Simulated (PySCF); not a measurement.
**C4H11AlO: electronic excitations**

Aim: predict the electronic excitations of C4H11AlO (`C[O][AlH][CH](C)C`).

The runs use PySCF 2.14.0, with density-fitted response routines of our own; the level of theory stands in each step. All values are computed, except where a source is named. Atoms are numbered from 0 throughout.

## 1. Starting geometry

17 atoms, charge 0, multiplicity 1; geometry from: GFN2-xTB.

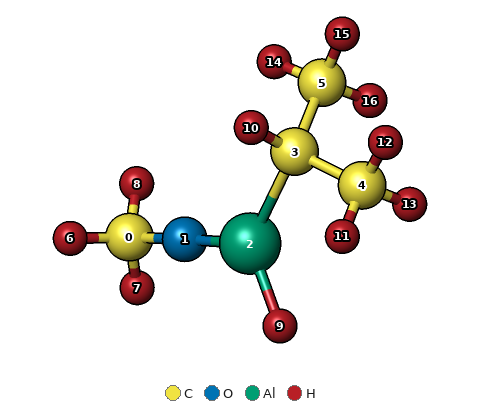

The starting geometry (carbon yellow, oxygen blue, aluminium teal, hydrogen red), atoms numbered.

## 2. Excited states and response: CAM-B3LYP/def2-SVPD

What the job is given:

```
{"job": {"kind": "uv", "xc": "CAM-B3LYP", "basis": "def2-SVPD", "nstates": 8, "ntriplets": 3}, "charge": 0, "multiplicity": 1}
C      3.376170    -0.181423     0.279168
O      2.029955    -0.547397     0.166679
Al     0.451789    -1.003420     0.051327
C     -1.099849     0.169884    -0.514615
C     -2.359697    -0.654895    -0.228899
C     -1.157626     1.538657     0.177557
H      3.876162    -0.300574    -0.684981
H      3.873995    -0.813911     1.017181
H      3.455484     0.861345     0.594702
H      0.154217    -2.462034     0.429257
H     -1.078329     0.369037    -1.598869
H     -2.272718    -1.646360    -0.677827
H     -3.255418    -0.174542    -0.625125
H     -2.490978    -0.791100     0.844584
H     -0.229707     2.087973     0.016650
H     -1.982463     2.139673    -0.209262
H     -1.297984     1.421119     1.251486
```

Level: TDDFT CAM-B3LYP/def2-SVPD, vertical, gas phase, core orbitals frozen in the response.

The run is started by

```
$ OMP_NUM_THREADS=1 python probes_run.py task.json out
```

One launch serves the whole session: the jobs run in the order shown.

Log:

```text
coarse grid: 13880 points
cycle   1  E = -476.1704146569  dE =  3.883e-01  |g| = 7.503e-01  |ddm| = 5.925e+00
cycle   2  E = -476.0645507382  dE =  1.059e-01  |g| = 1.081e+00  |ddm| = 1.910e+00
cycle   3  E = -476.2851607181  dE = -2.206e-01  |g| = 7.975e-02  |ddm| = 1.059e+00
cycle   4  E = -476.2862687682  dE = -1.108e-03  |g| = 4.285e-02  |ddm| = 1.541e-01
cycle   5  E = -476.2867484431  dE = -4.797e-04  |g| = 5.014e-03  |ddm| = 5.901e-02
cycle   6  E = -476.2867551302  dE = -6.687e-06  |g| = 1.843e-03  |ddm| = 1.360e-02
final grid: 127024 points
cycle   7  E = -476.3726721686  dE = -3.334e-05  |g| = 4.449e-03  |ddm| = 7.981e-02
cycle   8  E = -476.3726717903  dE =  3.783e-07  |g| = 4.776e-03  |ddm| = 1.656e-02
cycle   9  E = -476.3726769677  dE = -5.177e-06  |g| = 5.300e-04  |ddm| = 6.516e-03
cycle  10  E = -476.3726770175  dE = -4.972e-08  |g| = 2.151e-04  |ddm| = 7.027e-04
cycle  11  E = -476.3726770265  dE = -9.056e-09  |g| = 4.580e-05  |ddm| = 3.124e-04
cycle  12  E = -476.3726770270  dE = -5.288e-10  |g| = 9.633e-06  |ddm| = 8.508e-05
converged SCF energy = -476.3726770270

Static polarisability (au): isotropic 79.943, principal 66.840 79.478 93.509

Singlet excitations
state   eV       nm        f      main configurations
  1   5.1069    242.8   0.00093   H->L 0.96
  2   6.1971    200.1   0.02857   H->L+1 0.85
  3   6.7475    183.7   0.00359   H-1->L 0.93
  4   7.0129    176.8   0.00194   H->L+2 0.43, H->L+3 0.23, H-1->L+1 0.21
  5   7.1807    172.7   0.08736   H-2->L 0.90
  6   7.3584    168.5   0.00646   H-2->L+1 0.72, H-2->L+3 0.10
  7   7.3736    168.1   0.16716   H->L+3 0.61, H-1->L+1 0.15
  8   7.5850    163.5   0.09225   H-1->L+1 0.38, H->L+2 0.23, H->L+5 0.14

Triplet excitations (Tamm-Dancoff, eV): 4.7908 5.6963 6.4294
```

It took 49 s on 1 thread of Arm Neoverse V2, shared host; peak memory 0.97 GiB.

The orbitals next to the gap, with their largest atomic shares:

```
orbital      eV                       atoms
 HOMO−3  -10.66   C3 29 %, C5 18 %, C4 15 %
 HOMO−2   -9.80    O1 61 %, C0 17 %, H6 9 %
 HOMO−1   -9.75   O1 50 %, C0 13 %, Al2 7 %
   HOMO   -8.22  C3 32 %, Al2 18 %, H9 10 %
   LUMO    0.39  Al2 46 %, O1 17 %, H9 11 %
 LUMO+1    0.66    Al2 61 %, C0 9 %, O1 5 %
 LUMO+2    1.64   C0 19 %, Al2 14 %, H7 9 %
```

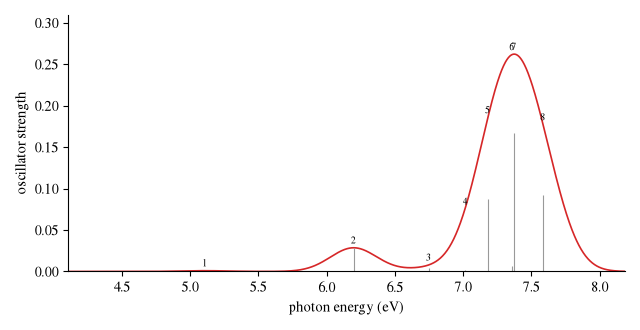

Absorption spectrum from the 8 singlet states computed; above the last one it falls off for lack of states. Lines are broadened to a width of 0.40 eV (Gaussian).

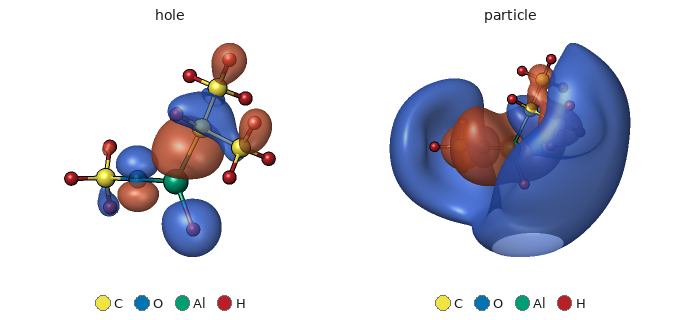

Leading natural transition orbitals of singlet state 7: the electron leaves the hole (left) for the particle orbital (right).

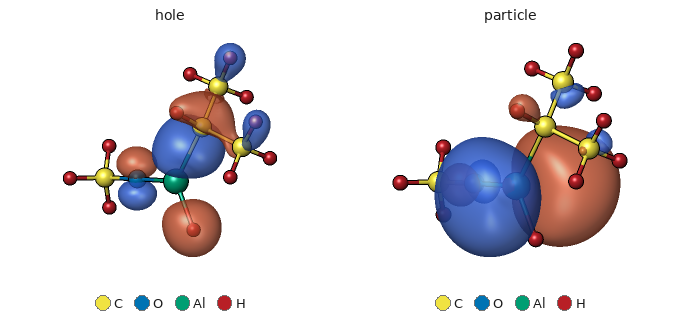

Leading natural transition orbitals of singlet state 1: the electron leaves the hole (left) for the particle orbital (right).

Ground-state properties from the same run:

```
           property  computed
  dipole moment (D)      1.10
polarisability (Å³)     11.85
 HOMO–LUMO gap (eV)      8.60
      −ε(HOMO) (eV)      8.22
```

The fields below are evaluated on a grid from the run's orbitals.

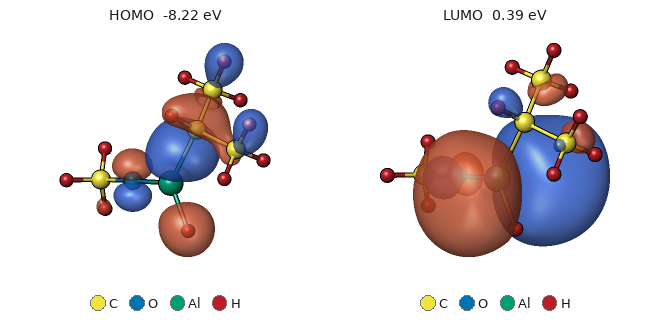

CAM-B3LYP/def2-SVPD orbitals near the gap, drawn at the value that encloses 70 % of each; the two colours are the two signs.

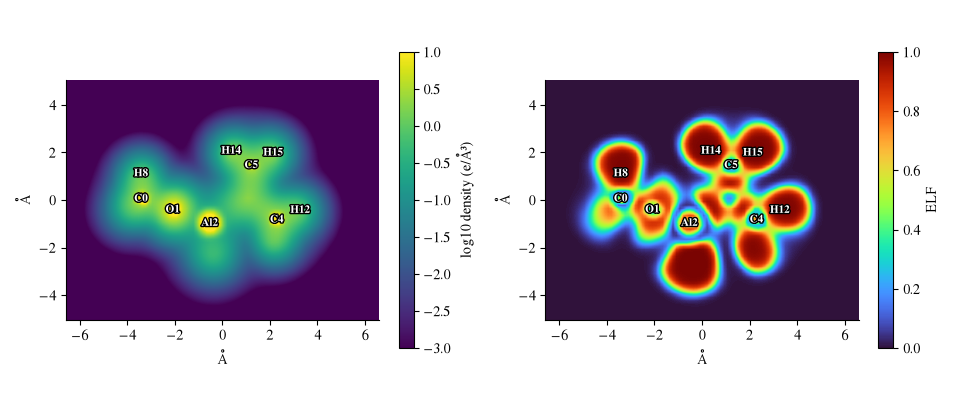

Density (left) and ELF (right) in a plane through or near 9 of the atoms.

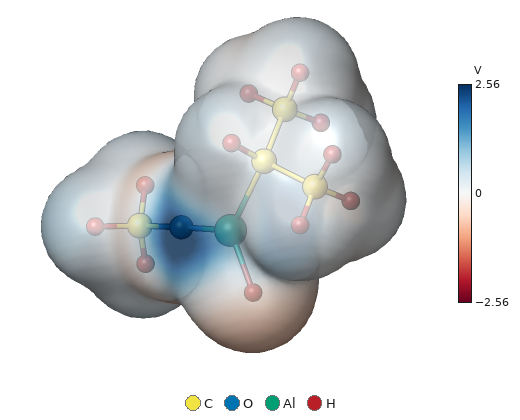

The potential that a unit positive charge feels on the 0.002 e/bohr³ surface, from -0.72 to 2.56 V.

## 3. Summary of results

```
                                quantity                        value
    lowest singlet (CAM-B3LYP/def2-SVPD)  5.11 eV (243 nm), f = 0.001
brightest single state of those computed  state 7, 7.37 eV, f = 0.167
                          lowest triplet                      4.79 eV
   surface potential, least and greatest           -0.72 V and 2.56 V
```

The first singlet state (HOMO→LUMO 0.96) lies at 5.11 eV and is dark; of the 8 states computed, the strongest absorption comes from state 7 at 7.37 eV (the last state computed is bright too, and its partners may lie past the list). The lowest triplet lies 0.32 eV below the lowest singlet (triplets in Tamm-Dancoff, singlets in full TDDFT).
